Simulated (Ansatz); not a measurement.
One stationary structure of Ta. Space group Im-3m (No. 229), bcc (W type). Method: PBE (plane waves to 420 eV, PAW, scalar-relativistic; Ansatz, a quantum-chemistry and plane-wave program).

Space group Im-3m (No. 229); a = b = c = 3.320 Å, α = β = γ = 90.00°

```
atom  site  symmetry       x       y       z
----  ----  --------  ------  ------  ------
Ta      2a      m-3m  0.0000  0.0000  0.0000
```
(The calculation used a cell of 1 atom; values per cell refer to that cell.)

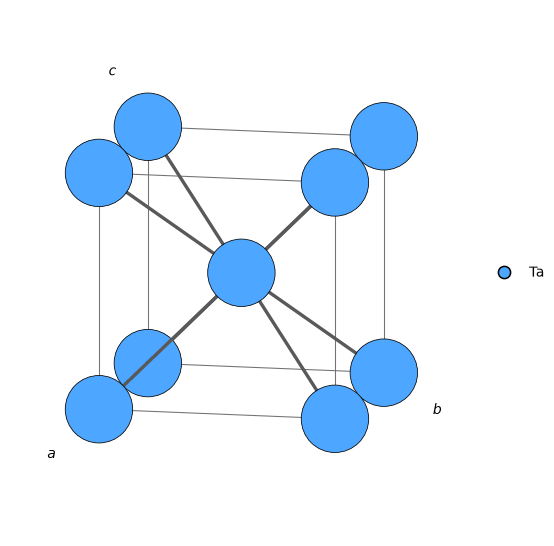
*The conventional cell of the relaxed structure*

| Property | Value |
|---|---|
| Volume per atom | 18.29 Å³ |
| Band gap | no gap (metallic) |
| Shortest distances | Ta–Ta 2.87 Å |
| k-mesh | 20×20×20 |

Band energies at high-symmetry points (eV from the Fermi level; labels of this space group; no spin-orbit coupling), from −5 eV up to 3.7 eV:

| point | energies |
|---|---|
| Γ | 0.75 0.75 0.75 |
| H | -3.70 -3.70 |
| N | -4.30 -1.48 1.53 |
| P | -1.20 -1.20 -1.20 |

No spin polarisation in the result.

Measured for Ta: a 3.299 Å (static lattice; corrected from measurement; as listed in Daniel Mejia-Rodriguez, S. B. Trickey, Phys. Rev. B (2018)). Computed minus measured — a: PBE +0.6 %. The computed values are for a static lattice.

The run could not lose the symmetry of its start.

It was reached from a disturbed copy of a Cmcm (No. 63) cell (AFLOW prototype A_oC4_63_c (A20)), against which it lies -0.21 eV/atom.
